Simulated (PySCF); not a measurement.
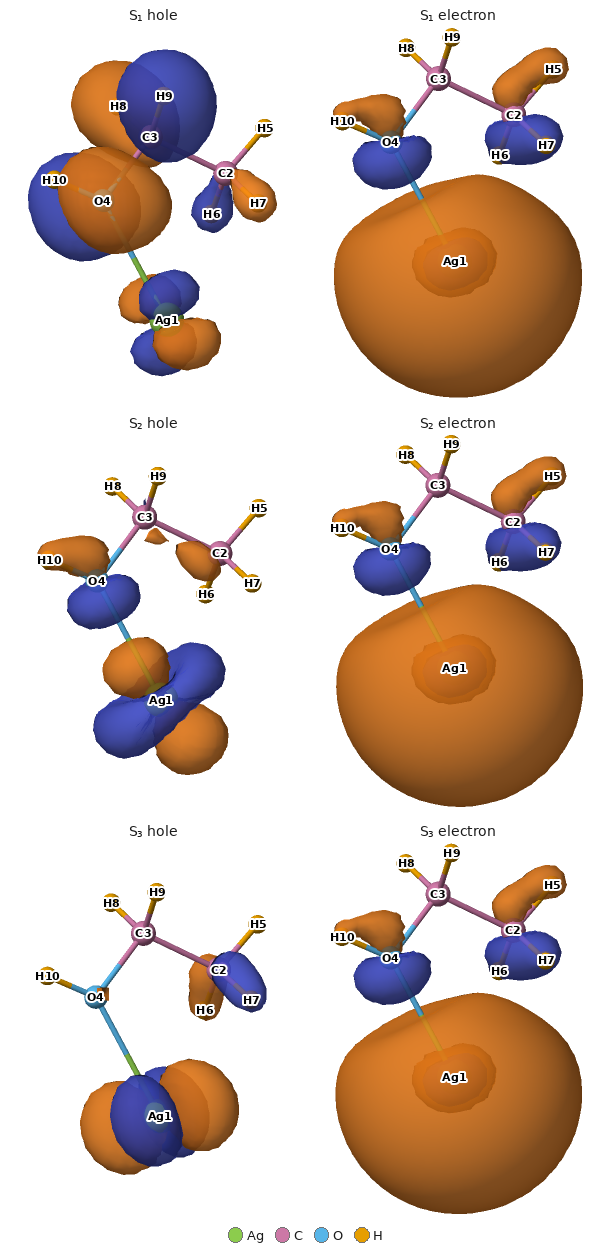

Figure 1: C2H6AgO, charge +1, SMILES `[Ag+].CCO`. Leading natural transition orbitals (TDA singlet states).

Level of theory: B3LYP/def2-SVP (PySCF), at a geometry from GFN2-xTB. Core potentials replace the inner electrons of Ag; spin–orbit coupling isn't included. The pair's geometry is semi-empirical, so its contact may be too short or too long. GFN2-xTB bond lengths at metals and heavier atoms can be off by up to 0.1 Å and shapes distorted, which carries into these values. Without diffuse functions Rydberg states are missing, so the states' numbers hold for this basis only.

Coordinates in Å:

```
Ag1      0.9137    0.0291    0.0000
C2      -1.6130    1.1883   -0.0007
C3      -2.1919   -0.2148   -0.0001
O4      -1.0830   -1.1289   -0.0004
H5      -2.4045    1.9346   -0.0000
H6      -1.0162    1.3435   -0.9153
H7      -1.0145    1.3434    0.9173
H8      -2.8002   -0.3820   -0.8930
H9      -2.7986   -0.3821    0.8980
H10     -1.4175   -2.0348   -0.0004
```

Give the energy and character of each state.

Answer. By state:
- S₁: 3.70 eV (335 nm), f = 0.005, ligand-to-metal charge transfer; the leading pair carries 100 %; hole on O4 (53 %), C3 (14 %) and Ag1 (10 %), electron on Ag1 (88 %); their centroids lie 2.6 Å apart.
- S₂: 4.67 eV (266 nm), f = 0.002, metal-centred; the leading pair carries 100 %; hole on Ag1 (81 %) and O4 (10 %), electron on Ag1 (89 %); their centroids lie 0.7 Å apart.
- S₃: 5.06 eV (245 nm), f = 0.000 (very weak), metal-centred; the leading pair carries 100 %; hole on Ag1 (90 %), electron on Ag1 (89 %); their centroids lie 0.5 Å apart; S₄ lies within 0.1 eV of it.

The PySCF run took 2.8 min on 1 thread of Intel(R) Xeon(R) Processor @ 2.50GHz (Skylake/Cascade Lake) (shared host), peak memory 0.56 GiB.
